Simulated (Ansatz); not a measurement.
**AlF2H: molecular dynamics**

The plan is to follow the molecule's vibrations and see whether its bonds hold. The start is relaxed first. Runs: 300 steps of 0.5 fs at constant energy, with velocities drawn for 50 K.

Method: RHF/def2-SVP, in Ansatz 0.2.0.

### 1 The structure to begin with

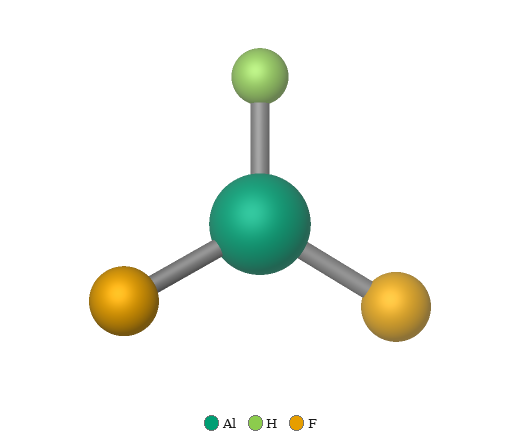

The starting structure, seen from a chosen angle (aluminium teal, hydrogen green, fluorine amber).

Structure file:

```xyz
4

Al    0.0000    0.0000    0.0000
H     0.0000    0.0000    1.5600
F     1.4635    0.0000   -0.8450
F    -1.4635    0.0000   -0.8450
```

### 2 Preparing the start

Input file input.yaml:

```yaml
crystal:
  periodic: [false, false, false]
  atoms:
    - { symbol: Al, position_ang: [0.0, 0.0, 0.0] }
    - { symbol: H, position_ang: [0.0, 0.0, 1.56] }
    - { symbol: F, position_ang: [1.4635, 0.0, -0.845] }
    - { symbol: F, position_ang: [-1.4635, 0.0, -0.845] }
basis:
  gaussian: { orbitals: def2-SVP }
hamiltonian:
  xc: hf
relax:
  f_tol: 0.02
  max_steps: 40
```

Command:

```bash
ansatz run input.yaml --threads 1 --pin off --max-ram 2048MiB --backend cpu --events-out ev --progress --plain --runs-dir out
```

Output, cut to the lines that bear on the results:

```text
Warning: RAYON_NUM_THREADS=1 ignored (pool sized by the plan → 1); use --threads N
[...]
Functional definition: HF
[...]
492 factors; integrals over basis functions are off by at most 6.3e-4 eV
[...]
mean field -12007.83635526 eV, -441.2798468520 hartree, gradient 3.0e-5 eV, S^2 0.000000; 0 other end points of the search recorded, 0 dependent functions left out
[...]
reference -12007.83635526 eV, -441.2798468520 hartree; 16, 16 occupied and 35, 35 virtual orbitals, 492 factors
relax step   1: F+E_penalty+E_count = -12007.83635526 eV  Δ(F+E_penalty+E_count) = +0.000e0 eV  max|allowed force component| = 1.399e0 eV/Å  Δτ_max = 0.0000 Å  (23 SCF iters, accepted)
[...]
relax step   3: F+E_penalty+E_count = -12007.92105411 eV  Δ(F+E_penalty+E_count) = -2.271e-2 eV  max|allowed force component| = 7.924e-2 eV/Å  Δτ_max = 0.0331 Å  (22 SCF iters, accepted)
[...]
relax step   4: F+E_penalty+E_count = -12007.92117570 eV  Δ(F+E_penalty+E_count) = -1.216e-4 eV  max|allowed force component| = 1.499e-2 eV/Å  Δτ_max = 0.0014 Å  (22 SCF iters, accepted)
492 factors; integrals over basis functions are off by at most 5.8e-4 eV
[...]
mean field -12007.92117570 eV, -441.2829639457 hartree, gradient 2.6e-5 eV, S^2 0.000000; 1 other end points of the search recorded, 0 dependent functions left out
[...]
reference -12007.92117570 eV, -441.2829639457 hartree; 16, 16 occupied and 35, 35 virtual orbitals, 492 factors
Total energy: -12007.92117570 eV, -441.2829639457 hartree
Atom 0 at     0.000000     0.000000     0.007998 Å, force     0.000000    -0.000000     0.014987 eV/Å
Atom 1 at    -0.000000    -0.000000     1.558827 Å, force     0.000000    -0.000000    -0.000017 eV/Å
Atom 2 at     1.400339    -0.000000    -0.848413 Å, force    -0.000389     0.000000    -0.007485 eV/Å
Atom 3 at    -1.400339    -0.000000    -0.848413 Å, force     0.000389     0.000000    -0.007485 eV/Å
Dipole moment:    -0.000000     0.000000     0.329328 e Å
```

Wall time 1.9 s (1 thread of Arm Neoverse V1, shared host); peak memory 0.092 GiB.

The steps of the relaxation:

| step | energy from step 1 (eV) | largest force component (eV/Å) |
| --- | --- | --- |
| 1 | 0.0000 | 1.3993 |
| 2 | -0.0620 | 0.7545 |
| 3 | -0.0847 | 0.0792 |
| 4 | -0.0848 | 0.0150 |

Step 1 is the start.

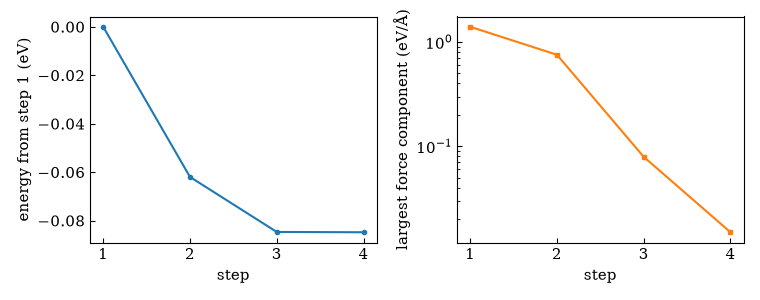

How energy and force went from step to step.

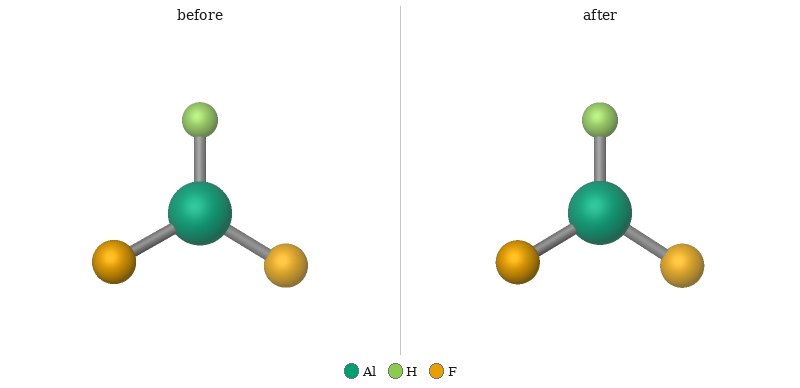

Before and after, at one scale.

After: Bond lengths: Al1–H2 1.551 Å, Al1–F3 1.641 Å, Al1–F4 1.641 Å. Angles: H2–Al1–F3 121.4°, H2–Al1–F4 121.4°, F3–Al1–F4 117.1°.

### 3 Dynamics

300 steps of 0.5 fs at constant energy, with velocities drawn for 50 K, from the relaxed start.

Input file input.yaml:

```yaml
crystal:
  periodic: [false, false, false]
  atoms:
    - { symbol: Al, position_ang: [0.0, 0.0, 0.007998] }
    - { symbol: H, position_ang: [0.0, 0.0, 1.558827] }
    - { symbol: F, position_ang: [1.400339, 0.0, -0.848413] }
    - { symbol: F, position_ang: [-1.400339, 0.0, -0.848413] }
basis:
  gaussian: { orbitals: def2-SVP }
hamiltonian:
  xc: hf
md:
  timestep: 0.5
  n_steps: 300
  ensemble: nve
  temperature: 50.0
  initial_velocities: maxwell_boltzmann
  seed: 652201
```

Command:

```bash
ansatz run input.yaml --threads 1 --pin off --max-ram 2048MiB --backend cpu --events-out ev --progress --plain --runs-dir out
```

Output, cut to the lines that bear on the results:

```text
Warning: RAYON_NUM_THREADS=1 ignored (pool sized by the plan → 1); use --threads N
[...]
[... 1 set-up line as earlier in the session ...]
[...]
494 factors; integrals over basis functions are off by at most 5.8e-4 eV
[...]
mean field -12007.92121439 eV, -441.2829653673 hartree, gradient 2.3e-5 eV, S^2 0.000000; 0 other end points of the search recorded, 0 dependent functions left out
[...]
reference -12007.92121439 eV, -441.2829653673 hartree; 16, 16 occupied and 35, 35 virtual orbitals, 494 factors
md step     0: t =     0.00 fs  T =    50.0 K  F+E_penalty+E_count = -12007.92121439 eV  E_kin = 0.012926 eV  conserved = -12007.90828839 eV  (23 SCF iters)
[...]
md step    20: t =    10.00 fs  T =     8.4 K  F+E_penalty+E_count = -12007.91042560 eV  E_kin = 0.002178 eV  conserved = -12007.90824783 eV  (15 SCF iters)
[...]
md step    40: t =    20.00 fs  T =    26.7 K  F+E_penalty+E_count = -12007.91514307 eV  E_kin = 0.006896 eV  conserved = -12007.90824751 eV  (22 SCF iters)
[...]
md step    60: t =    30.00 fs  T =    27.4 K  F+E_penalty+E_count = -12007.91535780 eV  E_kin = 0.007085 eV  conserved = -12007.90827242 eV  (21 SCF iters)
[...]
md step    80: t =    40.00 fs  T =    30.2 K  F+E_penalty+E_count = -12007.91607325 eV  E_kin = 0.007804 eV  conserved = -12007.90826925 eV  (22 SCF iters)
md step    81: t =    40.50 fs  T =    26.3 K  F+E_penalty+E_count = -12007.91504786 eV  E_kin = 0.006787 eV  conserved = -12007.90826119 eV  (23 SCF iters)
md step    82: t =    41.00 fs  T =    22.3 K  F+E_penalty+E_count = -12007.91401014 eV  E_kin = 0.005757 eV  conserved = -12007.90825329 eV  (23 SCF iters)
```

### 4 More of the same log: dynamics from the start

The log, continued, cut to the lines that bear on the results:

```text
md step    83: t =    41.50 fs  T =    18.7 K  F+E_penalty+E_count = -12007.91308584 eV  E_kin = 0.004839 eV  conserved = -12007.90824652 eV  (21 SCF iters)
[...]
md step   108: t =    54.00 fs  T =    31.7 K  F+E_penalty+E_count = -12007.91646798 eV  E_kin = 0.008187 eV  conserved = -12007.90828137 eV  (23 SCF iters)
[...]
md step   133: t =    66.50 fs  T =    23.8 K  F+E_penalty+E_count = -12007.91440814 eV  E_kin = 0.006163 eV  conserved = -12007.90824561 eV  (22 SCF iters)
[...]
md step   158: t =    79.00 fs  T =    29.3 K  F+E_penalty+E_count = -12007.91585120 eV  E_kin = 0.007581 eV  conserved = -12007.90827028 eV  (22 SCF iters)
[...]
md step   183: t =    91.50 fs  T =    19.1 K  F+E_penalty+E_count = -12007.91319479 eV  E_kin = 0.004933 eV  conserved = -12007.90826212 eV  (21 SCF iters)
md step   184: t =    92.00 fs  T =    21.9 K  F+E_penalty+E_count = -12007.91392584 eV  E_kin = 0.005657 eV  conserved = -12007.90826918 eV  (22 SCF iters)
```

### 5 The log goes on: dynamics from the start

Output, continued, cut to the lines that bear on the results:

```text
md step   185: t =    92.50 fs  T =    24.2 K  F+E_penalty+E_count = -12007.91452044 eV  E_kin = 0.006246 eV  conserved = -12007.90827463 eV  (22 SCF iters)
[...]
md step   206: t =   103.00 fs  T =    29.8 K  F+E_penalty+E_count = -12007.91596973 eV  E_kin = 0.007711 eV  conserved = -12007.90825885 eV  (22 SCF iters)
[...]
md step   227: t =   113.50 fs  T =    15.1 K  F+E_penalty+E_count = -12007.91213970 eV  E_kin = 0.003893 eV  conserved = -12007.90824705 eV  (15 SCF iters)
[...]
md step   248: t =   124.00 fs  T =    36.8 K  F+E_penalty+E_count = -12007.91779266 eV  E_kin = 0.009511 eV  conserved = -12007.90828174 eV  (22 SCF iters)
[...]
md step   299: t =   149.50 fs  T =    22.6 K  F+E_penalty+E_count = -12007.91409082 eV  E_kin = 0.005835 eV  conserved = -12007.90825532 eV  (22 SCF iters)
[...]
md step   300: t =   150.00 fs  T =    20.3 K  F+E_penalty+E_count = -12007.91350352 eV  E_kin = 0.005255 eV  conserved = -12007.90824874 eV  (23 SCF iters)
Total energy: -12007.91350352 eV, -441.2826819982 hartree
Atom 0 at    -0.001543    -0.001773     0.006003 Å, force     0.155025     0.056693     0.686899 eV/Å
Atom 1 at     0.003110     0.018100     1.576645 Å, force    -0.008784    -0.022894    -0.309389 eV/Å
Atom 2 at     1.390615     0.000776    -0.847892 Å, force     0.262005    -0.017028    -0.148046 eV/Å
Atom 3 at    -1.388589     0.000782    -0.847045 Å, force    -0.408246    -0.016771    -0.229464 eV/Å
Dipole moment:    -0.005910    -0.011849     0.316562 e Å
```

It took 93 s on 1 thread of Arm Neoverse V1, shared host; peak memory 0.08 GiB.

### 6 The trajectory

The trajectory, every 12 steps (energies from step 0):

| time (fs) | T (K) | potential energy change (meV/atom) | total energy change (meV/atom) |
| --- | --- | --- | --- |
| 0.0 | 50 | 0.0 | 0.00 |
| 6.0 | 24 | 1.7 | 0.01 |
| 12.0 | 6 | 2.8 | 0.01 |
| 18.0 | 29 | 1.4 | 0.01 |
| 24.0 | 30 | 1.3 | 0.00 |
| 30.0 | 27 | 1.5 | 0.00 |
| 36.0 | 28 | 1.4 | 0.01 |
| 42.0 | 16 | 2.2 | 0.01 |
| 48.0 | 21 | 1.9 | 0.01 |
| 54.0 | 32 | 1.2 | 0.00 |
| 60.0 | 31 | 1.2 | 0.01 |
| 66.0 | 24 | 1.7 | 0.01 |
| 72.0 | 13 | 2.4 | 0.01 |
| 78.0 | 30 | 1.3 | 0.00 |
| 84.0 | 38 | 0.8 | 0.00 |
| 90.0 | 12 | 2.5 | 0.01 |
| 96.0 | 21 | 1.9 | 0.01 |
| 102.0 | 39 | 0.7 | 0.00 |
| 108.0 | 19 | 2.0 | 0.00 |
| 114.0 | 20 | 1.9 | 0.01 |
| 120.0 | 31 | 1.2 | 0.01 |
| 126.0 | 22 | 1.8 | 0.01 |
| 132.0 | 27 | 1.5 | 0.00 |
| 138.0 | 30 | 1.3 | 0.00 |
| 144.0 | 16 | 2.2 | 0.01 |
| 150.0 | 20 | 1.9 | 0.01 |

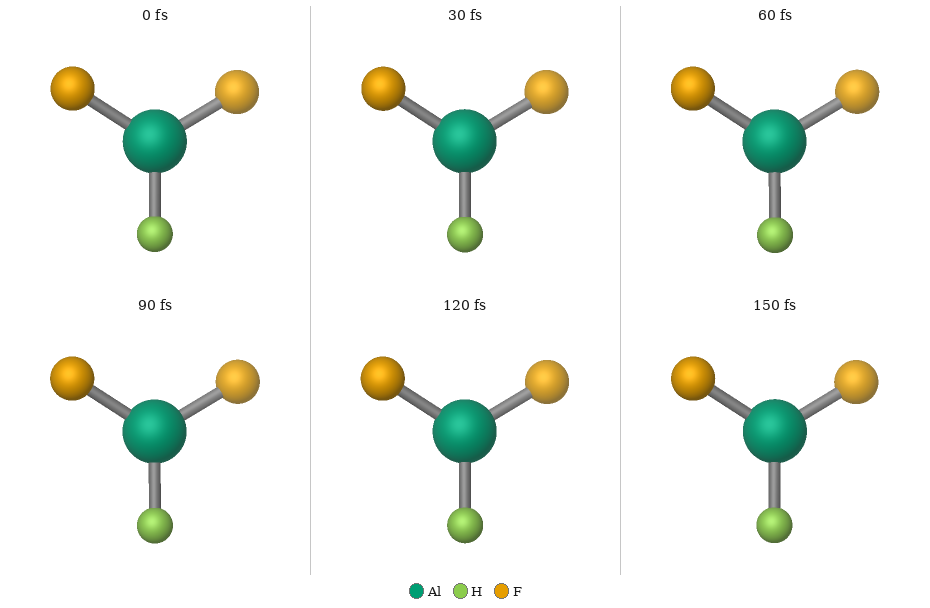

The system at six times, viewed from a chosen angle. Sticks join atoms within a bonding distance in each frame.

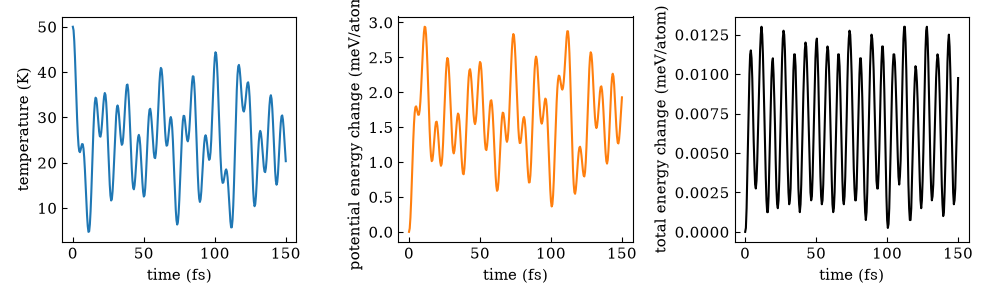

Time series of the run, each on its own scale.

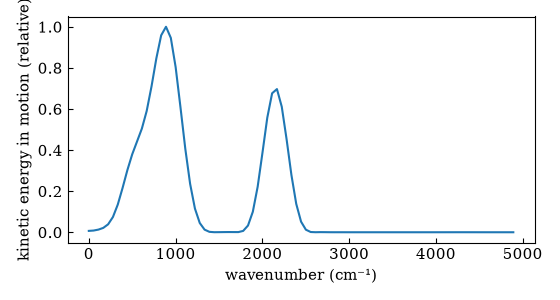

Power spectrum of the mass-weighted velocities; a run of 150 fs resolves no finer than about 440 cm⁻¹.

Maxima of the velocity power spectrum (cm⁻¹, relative height; resolution about 440 cm⁻¹): 890 (100), 2170 (70).

### 7 Snapshots as a file

Extended XYZ, with forces in eV/Å:

```xyz
4
time_fs=19.0 T=26 dE=0.0063
Al    0.002   -0.005    0.013   -0.172    0.138   -0.484
H    -0.001    0.048    1.542    0.003   -0.041    0.368
F     1.397    0.002   -0.851    0.020   -0.048    0.008
F    -1.400    0.002   -0.853    0.148   -0.049    0.108
4
time_fs=37.5 T=36 dE=0.0037
Al   -0.004    0.004    0.010    0.359   -0.101   -0.025
H     0.001   -0.034    1.551   -0.006    0.034    0.166
F     1.396   -0.002   -0.851   -0.030    0.034    0.035
F    -1.391   -0.002   -0.848   -0.323    0.033   -0.176
4
time_fs=56.0 T=27 dE=0.0060
Al    0.005    0.003    0.013   -0.435   -0.086   -0.007
H    -0.002   -0.026    1.579    0.010    0.033   -0.255
F     1.399   -0.001   -0.851    0.030    0.026    0.005
F    -1.405   -0.001   -0.855    0.394    0.027    0.257
4
time_fs=75.0 T=12 dE=0.0099
Al   -0.005   -0.005    0.002    0.551    0.168    0.610
H     0.003    0.053    1.571   -0.013   -0.067   -0.286
F     1.401    0.002   -0.847   -0.040   -0.052   -0.005
F    -1.393    0.002   -0.843   -0.498   -0.049   -0.319
4
time_fs=94.0 T=26 dE=0.0063
Al    0.005    0.001    0.011   -0.502   -0.032   -0.432
H    -0.003   -0.010    1.554    0.012    0.011    0.127
F     1.405   -0.001   -0.848   -0.035    0.011    0.011
F    -1.413   -0.001   -0.853    0.525    0.011    0.295
4
time_fs=112.5 T=7 dE=0.0111
Al   -0.004    0.005    0.003    0.457   -0.127    0.004
H     0.004   -0.045    1.531   -0.012    0.038    0.393
F     1.398   -0.002   -0.846    0.059    0.045   -0.070
F    -1.392   -0.002   -0.843   -0.504    0.043   -0.327
4
time_fs=131.0 T=25 dE=0.0066
Al    0.004   -0.004    0.016   -0.321    0.121   -0.496
H    -0.004    0.040    1.561    0.012   -0.041    0.087
F     1.402    0.002   -0.853   -0.139   -0.039    0.116
F    -1.407    0.002   -0.856    0.448   -0.041    0.293
4
time_fs=150.0 T=20 dE=0.0077
Al   -0.002   -0.002    0.006    0.155    0.057    0.687
H     0.003    0.018    1.577   -0.009   -0.023   -0.309
F     1.391    0.001   -0.848    0.262   -0.017   -0.148
F    -1.389    0.001   -0.847   -0.408   -0.017   -0.230
```

### 8 Summary of results

| quantity | value |
| --- | --- |
| relaxation of the start | 3 moves, 0.085 eV lower |
| length | 300 steps of 0.5 fs |
| temperature, first and last step | 50 and 20 K |
| temperature, second half | mean 25 K, from 6 to 44 K |
| potential energy, second half | +2 meV/atom from the start |
| largest change of the total energy | 0.01 meV/atom |
| bonds formed or broken | 0 |

**Reading.** The temperature starts at 50 K and averages 25 K in the second half, where it ranges from 6 to 44 K. About half is expected from a start at a minimum: kinetic energy passes into potential energy until both shares match. The total energy strays from its start by at most 0.01 meV/atom, 0.8 % of the mean kinetic energy, so a step of 0.5 fs is short enough over this time. No bond forms or breaks. Averages from a run of 150 fs with 4 atoms are rough. The nuclei move classically, without zero-point motion, which matters most for hydrogen.
